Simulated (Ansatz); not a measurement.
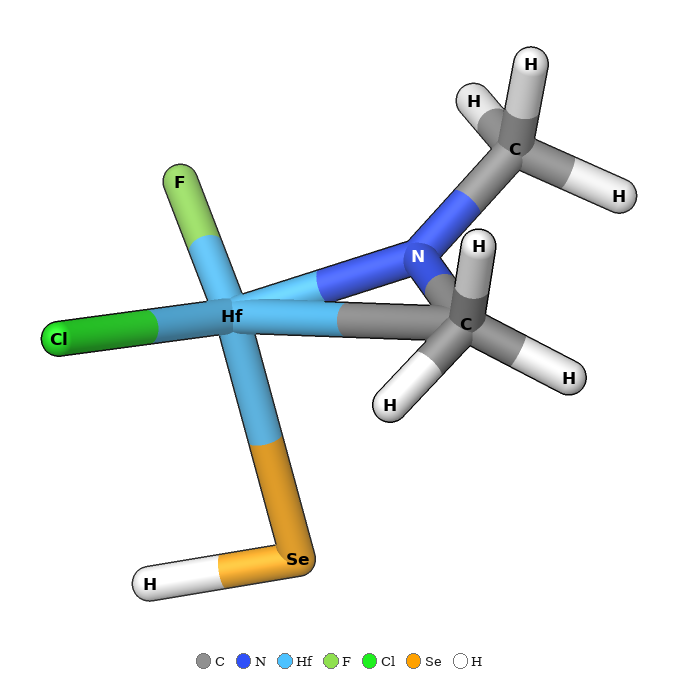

The picture shows a molecular structure as a stick model.

The species is neutral and a spin singlet. The geometry was computed by an optimisation with PBE0-D4/def2-TZVP.

Count the atoms of each element.

Answer. C2H7ClFHfNSe, 14 atoms: 2 carbon, 7 hydrogen, 1 chlorine, 1 fluorine, 1 hafnium, 1 nitrogen and 1 selenium.

Count the bonded pairs by element.

Answer. 6 C–H, 2 C–N, 1 F–Hf, 1 C–Hf, 1 Se–H, 1 Hf–Se, 1 Hf–N, 1 Cl–Hf. Sticks follow a distance rule.

What is the point group of this geometry?

Answer. C1.

More results for the same structure follow; atom numbers are the same in all pictures, views and colours differ.

Vibrations

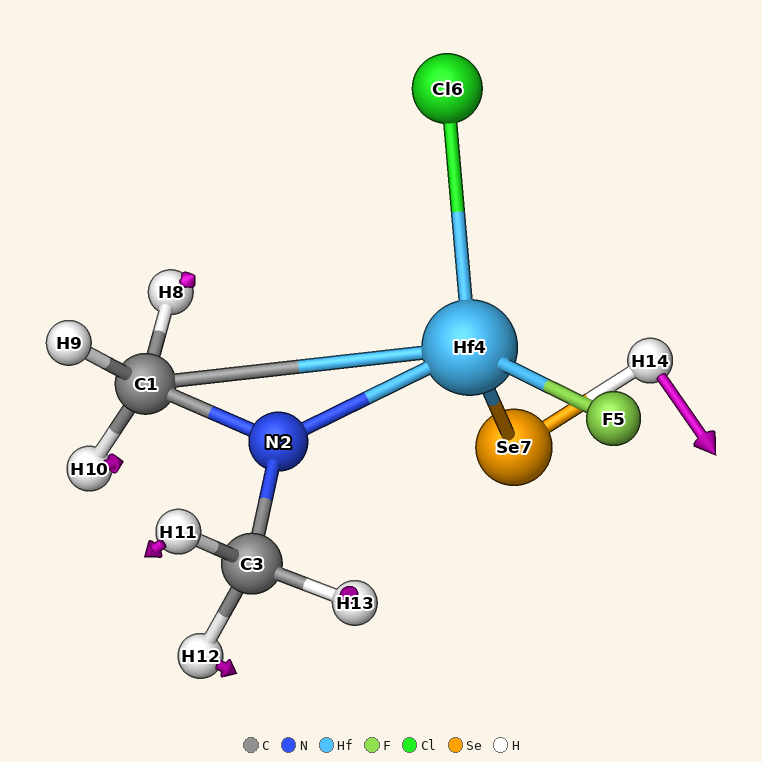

The arrows show one normal mode. Harmonic vibrations computed with RKS PBE0-D4/def2-TZVP, core potentials on Hf (Ansatz 0.2.0) at a stationary point of the same level.

Estimate its harmonic wavenumber.

Answer. 196 cm⁻¹; it is mode 8 of 36 counted from the lowest.

Levels of theory compared

Program: Ansatz 0.2.0.

Compare vertical IP (eV), dipole (D), HOMO–LUMO gap (eV) at these levels: B3LYP-D4/def2-TZVPP; PBE-D4/def2-TZVPP; r2SCAN-D4/def2-TZVPP; ωB97M-V/def2-TZVPP.

```json
{"level": "B3LYP-D4/def2-TZVPP", "vertical IP (eV)": "8.90", "dipole (D)": "2.82", "HOMO–LUMO gap (eV)": "5.62"}
{"level": "PBE-D4/def2-TZVPP", "vertical IP (eV)": "8.55", "dipole (D)": "2.85", "HOMO–LUMO gap (eV)": "4.08"}
{"level": "r2SCAN-D4/def2-TZVPP", "vertical IP (eV)": "8.69", "dipole (D)": "2.86", "HOMO–LUMO gap (eV)": "4.57"}
{"level": "ωB97M-V/def2-TZVPP", "vertical IP (eV)": "9.14", "dipole (D)": "2.72", "HOMO–LUMO gap (eV)": "10.22"}
```

Charges

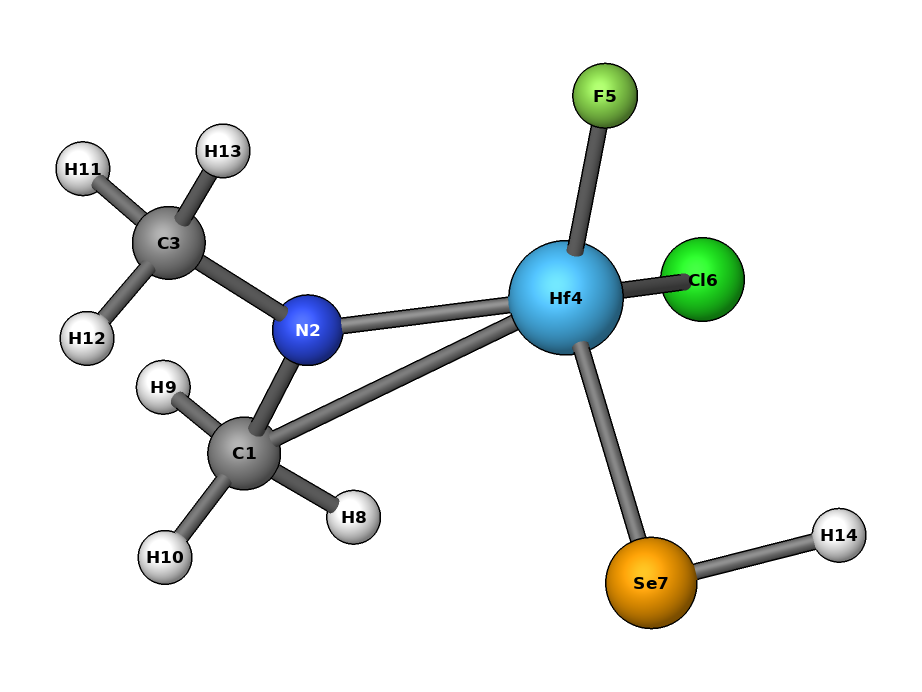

The questions are on Mulliken charges. Properties computed with RKS B3LYP-D4/def2-TZVPP, core potentials on Hf (Ansatz 0.2.0).

Which atom carries the highest charge (most positive or least negative)?

Answer. Hf4 (0.85 e).

And the lowest?

Answer. F5 (−0.33 e).

List the Mulliken charges.

```json
{"atom": "C1", "value (e)": "−0.15"}
{"atom": "N2", "value (e)": "−0.28"}
{"atom": "C3", "value (e)": "−0.16"}
{"atom": "Hf4", "value (e)": "0.85"}
{"atom": "F5", "value (e)": "−0.33"}
{"atom": "Cl6", "value (e)": "−0.30"}
{"atom": "Se7", "value (e)": "−0.27"}
{"atom": "H8", "value (e)": "0.09"}
{"atom": "H9", "value (e)": "0.10"}
{"atom": "H10", "value (e)": "0.10"}
{"atom": "H11", "value (e)": "0.10"}
{"atom": "H12", "value (e)": "0.10"}
{"atom": "H13", "value (e)": "0.10"}
{"atom": "H14", "value (e)": "0.05"}
```

Mulliken values depend strongly on the basis set and can even reverse the polarity of a bond.
